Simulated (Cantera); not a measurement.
Input: 1 mol C2H6, 0.12 mol H2O, 0.17 mol N2, held at 0.100 bar.

Equilibrium computed with Cantera from the NASA thermochemical tables; the gas is ideal and each condensed phase is pure. Candidate condensed phases: C, C6H6, C7H8, C8H18, H2O; 136 gas species. Equilibrium is a limit: real reactors are often held back by kinetics, nucleation or transport.

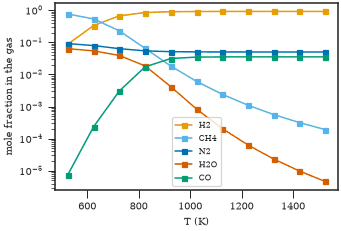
Figure. Equilibrium gas composition (values under 1e-9 drawn at 1e-9)

From 525 K to 1525 K the condensed part is C(graphite). The main C-bearing gas is CH4 at 525 K and CO at 1525 K.
